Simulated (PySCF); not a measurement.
# C2H7BN2: geometry, spin-spin couplings

What spin-spin couplings should C2H7BN2 (`CC#[N+][BH2-]N`) show?

Computed with PySCF 2.14.0, with density-fitted response routines of our own, on a single molecule in the gas phase. Atoms count from 0, in the outputs and in this text.

### 1 The starting structure

12 atoms, charge 0, multiplicity 1; geometry from: GFN2-xTB. The atoms were then displaced at random by about 0.01 Å, so the start is not that level's minimum.

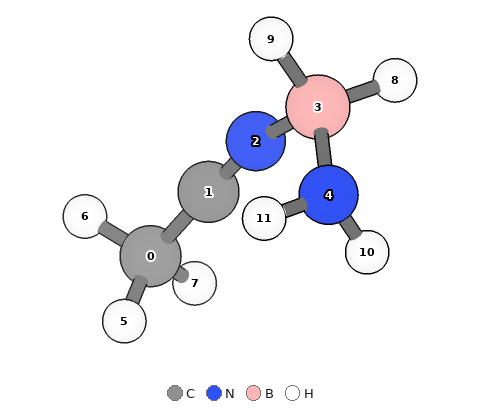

The starting geometry (carbon grey, nitrogen blue, boron pink, hydrogen white), atoms numbered.

### 2 Geometry optimisation at PBE0-D3(BJ)/def2-SVP

The job: settings as JSON, then the geometry in Å.

```
{"job": {"xc": "PBE0", "basis": "def2-SVP", "d3": "d3bj", "grid": 1, "shake": 0.01, "kind": "geom"}, "charge": 0, "multiplicity": 1}
C      2.323510     0.340960     0.169800
C      0.959540    -0.087340     0.414880
N     -0.135070    -0.435760     0.596340
B     -1.617640    -0.607230     0.426740
N     -2.005780     0.187640    -0.777050
H      2.277130     1.244910    -0.489230
H      2.795500     0.632430     1.105800
H      2.889550    -0.421340    -0.322120
H     -1.787690    -1.774630     0.292360
H     -2.104940    -0.180930     1.452100
H     -1.654380    -0.123350    -1.646500
H     -1.900050     1.196360    -0.688030
```

On the command line:

```console
$ OMP_NUM_THREADS=1 python probes_run.py task.json out
```

The driver reads the jobs from task.json and runs them one after another.

The program printed:

```text
step   0  E = -214.34868824  max force = 0.056269
step   1  E = -214.35638025  max force = 0.013726
step   2  E = -214.35768317  max force = 0.010939
step   3  E = -214.35872762  max force = 0.004658
step   4  E = -214.35901503  max force = 0.002901
step   5  E = -214.35913186  max force = 0.001205
step   6  E = -214.35916140  max force = 0.001035
step   7  E = -214.35916816  max force = 0.000963
step   8  E = -214.35918306  max force = 0.001192
step   9  E = -214.35919441  max force = 0.000739
step  10  E = -214.35920519  max force = 0.000490
step  11  E = -214.35920950  max force = 0.000633
step  12  E = -214.35921215  max force = 0.000470
step  13  E = -214.35921213  max force = 0.000285
optimisation converged
```

Wall time 54 s (1 thread of Intel Xeon Platinum 8488C, shared host); peak memory 0.42 GiB.

Relaxation path:

| step | energy from step 0 (eV) | largest force component (eV/Å) |
| --- | --- | --- |
| 0 | 0.0000 | 2.8935 |
| 1 | -0.2093 | 0.7058 |
| 2 | -0.2448 | 0.5625 |
| 3 | -0.2732 | 0.2395 |
| 4 | -0.2810 | 0.1492 |
| 5 | -0.2842 | 0.0620 |
| 6 | -0.2850 | 0.0532 |
| 7 | -0.2852 | 0.0495 |
| 8 | -0.2856 | 0.0613 |
| 9 | -0.2859 | 0.0380 |
| 10 | -0.2862 | 0.0252 |
| 11 | -0.2863 | 0.0326 |
| 12 | -0.2864 | 0.0242 |
| 13 | -0.2864 | 0.0147 |

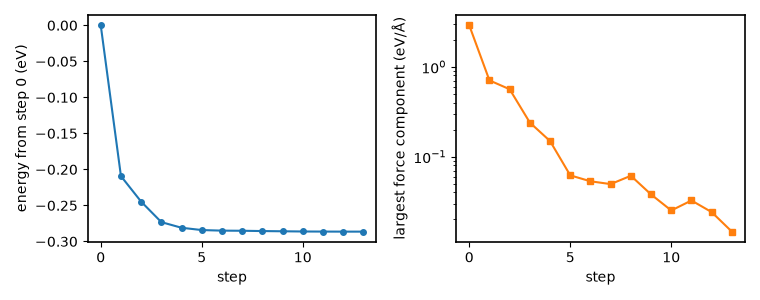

Energy and largest force along the relaxation.

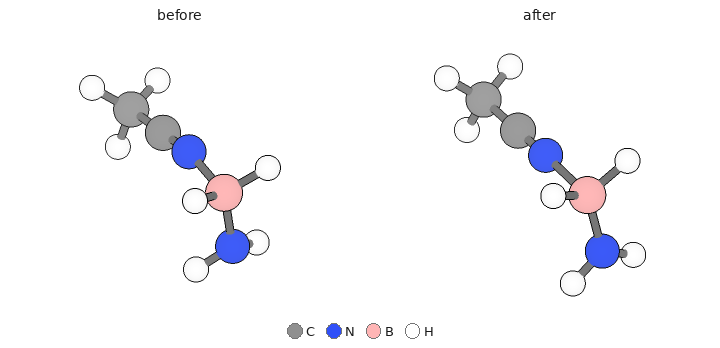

The geometry before (left) and after (right).

Distances of close pairs at the start and the end, largest changes first:

| bond | before (Å) | after (Å) | change (Å) |
| --- | --- | --- | --- |
| N2–B3 | 1.502 | 1.736 | +0.234 |
| B3–N4 | 1.494 | 1.454 | -0.040 |
| B3–H8 | 1.187 | 1.226 | +0.038 |
| C0–H7 | 1.069 | 1.099 | +0.030 |
| N4–H10 | 0.988 | 1.011 | +0.023 |
| C0–H5 | 1.120 | 1.099 | -0.020 |
| B3–H9 | 1.213 | 1.226 | +0.013 |
| C0–H6 | 1.088 | 1.099 | +0.011 |

The end geometry stands in the next job.

| at the end point | value |
| --- | --- |
| point group (found at 0.08 Å tolerance) | C1 |
| rotational constants (GHz, main isotopes) | 20.043, 1.963, 1.855 |
| dipole moment (D) | 7.35 |

### 3 J couplings: B3LYP/6-31G*

The job: settings as JSON, then the geometry in Å.

```
{"job": {"kind": "j", "xc": "B3LYP", "basis": "6-31G*"}, "charge": 0, "multiplicity": 1}
C      2.540207     0.378921     0.302206
C      1.130874     0.044505     0.330687
N      0.010870    -0.222926     0.351180
B     -1.687570    -0.581578     0.317035
N     -2.329821     0.090332    -0.800642
H      2.703766     1.258924    -0.336310
H      2.892412     0.605709     1.318702
H      3.120006    -0.465547    -0.097193
H     -1.612591    -1.802123     0.235399
H     -1.982763    -0.166105     1.431587
H     -2.221758    -0.249772    -1.746093
H     -2.524191     1.081630    -0.771518
```

Level: B3LYP/6-31G* indirect spin-spin coupling, non-relativistic, gas phase.

The program printed:

```text
coarse grid: 9728 points
cycle   1  E = -214.7126937271  dE =  3.892e-01  |g| = 6.005e-01  |ddm| = 3.182e+00
cycle   2  E = -214.4855132230  dE =  2.272e-01  |g| = 1.156e+00  |ddm| = 1.669e+00
cycle   3  E = -214.8001402553  dE = -3.146e-01  |g| = 2.061e-01  |ddm| = 1.191e+00
cycle   4  E = -214.8081297234  dE = -7.989e-03  |g| = 9.043e-02  |ddm| = 1.946e-01
cycle   5  E = -214.8098066447  dE = -1.677e-03  |g| = 2.184e-02  |ddm| = 8.322e-02
cycle   6  E = -214.8099306449  dE = -1.240e-04  |g| = 3.671e-03  |ddm| = 2.282e-02
cycle   7  E = -214.8099339356  dE = -3.291e-06  |g| = 9.046e-04  |ddm| = 3.857e-03
final grid: 93216 points
cycle   8  E = -214.7728563859  dE = -1.176e-05  |g| = 6.332e-03  |ddm| = 1.557e-02
cycle   9  E = -214.7728455458  dE =  1.084e-05  |g| = 9.526e-03  |ddm| = 1.170e-02
cycle  10  E = -214.7728646461  dE = -1.910e-05  |g| = 2.454e-03  |ddm| = 7.526e-03
cycle  11  E = -214.7728659229  dE = -1.277e-06  |g| = 3.601e-04  |ddm| = 1.752e-03
cycle  12  E = -214.7728659516  dE = -2.874e-08  |g| = 9.061e-05  |ddm| = 3.591e-04
cycle  13  E = -214.7728659535  dE = -1.853e-09  |g| = 1.829e-05  |ddm| = 7.488e-05
cycle  14  E = -214.7728659536  dE = -8.203e-11  |g| = 4.623e-06  |ddm| = 2.033e-05
converged SCF energy = -214.7728659536

Indirect spin-spin couplings (Hz)
  i      j    bonds     total        FC       PSO       DSO        SD
  0 C    1 C    1     82.260    83.642    -1.583     0.202         -
  0 C    2 N    2      2.743     2.446     0.320     0.069    -0.092
  0 C    3 B    3     -0.285    -0.266     0.038    -0.074     0.017
  0 C    5 H    1    154.064   152.560     0.935     0.569         -
  0 C    6 H    1    154.708   153.215     0.926     0.567         -
  0 C    7 H    1    154.838   153.346     0.925     0.567         -
  0 C    8 H    4     -0.844    -0.776     0.122    -0.190         -
  0 C    9 H    4     -0.861    -0.792     0.122    -0.191         -
  1 C    2 N    1    -25.071   -18.873    -0.651    -0.026    -5.521
  1 C    3 B    2     -3.414    -3.480     0.161    -0.159     0.064
  1 C    4 N    3     -0.685    -0.870     0.078     0.027     0.079
  1 C    5 H    2     -8.401    -8.235    -0.046    -0.120         -
  1 C    6 H    2     -8.507    -8.328    -0.056    -0.122         -
  1 C    7 H    2     -8.470    -8.289    -0.058    -0.123         -
  1 C    8 H    3      6.335     6.201     0.484    -0.349         -
  1 C    9 H    3      6.242     6.107     0.485    -0.349         -
  1 C   10 H    4     -0.668    -0.530     0.089    -0.227         -
  1 C   11 H    4     -0.667    -0.529     0.089    -0.227         -
  2 N    3 B    1      6.895     6.785     0.278    -0.103    -0.065
  2 N    4 N    2      1.119     1.277    -0.176     0.005     0.014
  2 N    5 H    3     -2.795    -2.788    -0.234     0.193     0.034
  2 N    6 H    3     -2.892    -2.891    -0.229     0.194     0.034
  2 N    7 H    3     -2.911    -2.910    -0.228     0.194     0.034
  2 N    8 H    2     -3.930    -3.774     0.007    -0.084    -0.078
  2 N    9 H    2     -3.884    -3.728     0.007    -0.084    -0.078
  2 N   10 H    3      1.118     1.098    -0.004     0.027    -0.002
  2 N   11 H    3      1.121     1.100    -0.004     0.027    -0.002
  3 B    4 N    1    -30.938   -31.999     1.197    -0.069    -0.067
  3 B    5 H    4     -0.416    -0.320     0.134    -0.240     0.010
  3 B    6 H    4     -0.511    -0.420     0.137    -0.238     0.009
  3 B    7 H    4     -0.623    -0.534     0.138    -0.237     0.010
  3 B    8 H    1    137.894   137.640    -0.750     0.880     0.124
  3 B    9 H    1    137.896   137.642    -0.750     0.880     0.124
  3 B   10 H    2      0.076     0.934     0.012    -0.848    -0.022
  3 B   11 H    2      0.071     0.929     0.012    -0.848    -0.022
  4 N    5 H    5     -0.320    -0.334    -0.017     0.034    -0.003
  4 N    6 H    5     -0.160    -0.180    -0.038     0.071    -0.014
  4 N    8 H    2     -1.836    -2.001     0.086     0.074     0.005
  4 N    9 H    2     -1.832    -1.997     0.086     0.074     0.005
  4 N   10 H    1    -76.107   -72.659    -2.862    -0.282    -0.304
  4 N   11 H    1    -76.094   -72.646    -2.862    -0.282    -0.304
  5 H    6 H    2    -19.396   -18.216     1.599    -2.779         -
  5 H    7 H    2    -19.242   -18.060     1.601    -2.783         -
  5 H    8 H    5      0.997     1.352     0.484    -0.839         -
  5 H   10 H    6     -0.339    -0.190     0.118    -0.267         -
  5 H   11 H    6     -0.262    -0.156     0.049    -0.154         -
  6 H    7 H    2    -19.223   -18.039     1.604    -2.788         -
  6 H    8 H    5      0.582     0.884     0.404    -0.706         -
  6 H    9 H    5      3.290     3.479     0.202    -0.391         -
  6 H   10 H    6     -0.359    -0.025     0.446    -0.780         -
  6 H   11 H    6     -0.345    -0.091     0.309    -0.563         -
  7 H    8 H    5      4.241     4.430     0.200    -0.388         -
  7 H    9 H    5      2.586     2.935     0.484    -0.833         -
  7 H   10 H    6     -0.181     0.007     0.189    -0.377         -
  7 H   11 H    6     -0.272     0.039     0.397    -0.708         -
  8 H    9 H    2    -11.834   -11.166     0.502    -1.171         -
  8 H   10 H    3      3.669     4.123     0.180    -0.634         -
  8 H   11 H    3     10.858    12.157     1.661    -2.960         -
  9 H   10 H    3     10.862    12.161     1.661    -2.961         -
  9 H   11 H    3      3.684     4.137     0.179    -0.631         -
 10 H   11 H    2     -2.573    -1.634     4.202    -5.141         -
```

It took 7.8 s on 1 thread of Intel Xeon Platinum 8488C, shared host; peak memory 0.46 GiB.

This basis has no tight s functions, so the Fermi-contact terms are rough.

A choice of the couplings up to four bonds, sorted by the number of bonds, with means over like pairs; isotopes 11B, 13C, 1H, 15N:

| pair | bonds | J (Hz) | Fermi contact (Hz) | dihedral (°) |
| --- | --- | --- | --- | --- |
| C0–H5 | 1 | 154.5 | 153.0 | – |
| B3–H8 | 1 | 137.9 | 137.6 | – |
| C0–C1 | 1 | 82.3 | 83.6 | – |
| N4–H10 | 1 | -76.1 | -72.7 | – |
| B3–N4 | 1 | -30.9 | -32.0 | – |
| C1–N2 | 1 | -25.1 | -18.9 | – |
| N2–B3 | 1 | 6.9 | 6.8 | – |
| H5–H6 | 2 | -19.3 | -18.1 | – |
| H8–H9 | 2 | -11.8 | -11.2 | – |
| C1–H5 | 2 | -8.5 | -8.3 | – |
| N2–H8 | 2 | -3.9 | -3.8 | – |
| C1–B3 | 2 | -3.4 | -3.5 | – |
| C0–N2 | 2 | 2.7 | 2.4 | – |
| H10–H11 | 2 | -2.6 | -1.6 | – |
| N4–H8 | 2 | -1.8 | -2.0 | – |
| N2–N4 | 2 | 1.1 | 1.3 | – |
| H8–H10 | 3 | 7.3 | 8.1 | – |
| C1–H8 | 3 | 6.3 | 6.2 | – |
| N2–H5 | 3 | -2.9 | -2.9 | – |
| N2–H10 | 3 | 1.1 | 1.1 | 76 |

The spin-dipole term was solved for some atoms only; pairs without it lack that part.

Quadrupole couplings from the field gradients of the same density:

| atom | isotope | eQq/h (MHz) | η |
| --- | --- | --- | --- |
| N4 | 14N | -4.589 | 0.36 |
| B3 | 11B | 2.916 | 0.14 |
| N2 | 14N | -2.447 | 0.03 |

### 4 Outcome

| quantity | value |
| --- | --- |
| point group | C1 |
| rotational constants (main isotopes) | 20.04, 1.96, 1.86 GHz |
| largest coupling of the table (B3LYP/6-31G*) | ¹J(C,H) C0–H5, 154.5 Hz |

What this shows: The optimisation took 13 steps and gained 0.286 eV; among the close pairs (by a distance rule), N2–B3 changed most, from 1.502 to 1.736 Å. No frequency check was run at this level, so the end point may be a saddle. Of the pairs tabulated at B3LYP/6-31G*, C0–H5 (mean over like pairs) couples most strongly (154.5 Hz; Fermi contact 153.0 Hz). Couplings from bases without tight functions are rough.
